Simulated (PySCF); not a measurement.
CaO (charge +1, doublet)

```yaml
atoms:
  - { symbol: Ca, position_ang: [0.0000, 0.0000, -0.5651] }
  - { symbol: O, position_ang: [0.0000, 0.0000, 1.4119] }
```

Computed with PBE0/6-31G(d,p), non-relativistic, at a bond length of 1.977 Å (PySCF 2.14.0).

> What will maps of the electron density, electron localisation function and spin density show?

Ca–O (1.98 Å): ρ is about 0.71 e/Å³ halfway; the ELF is about 0.20 at the midpoint; a largely ionic contact.
The unpaired spin (1 electron) lies mostly on O2 (about 1.0), in electrons by Hirshfeld's partition.

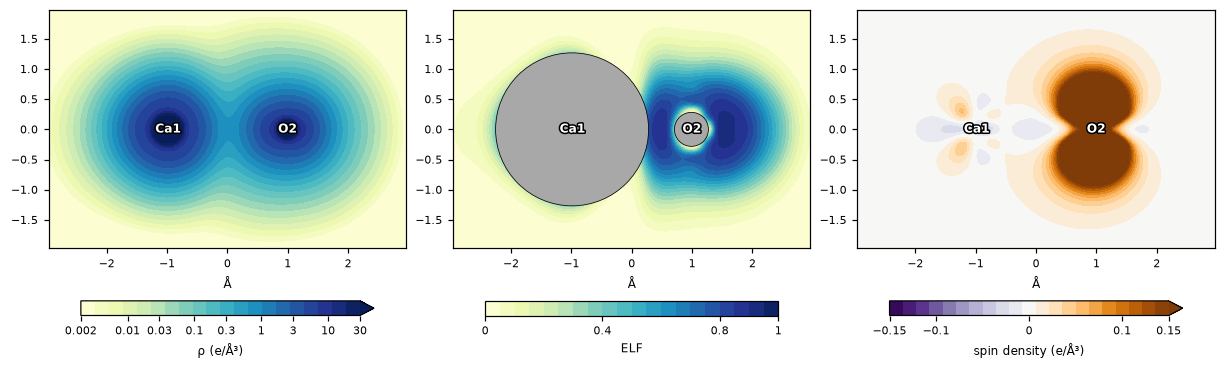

Computed electron density, electron localisation function and spin density on a plane that holds the molecular axis, in this order. Grey discs cover the atomic cores in the ELF map. 
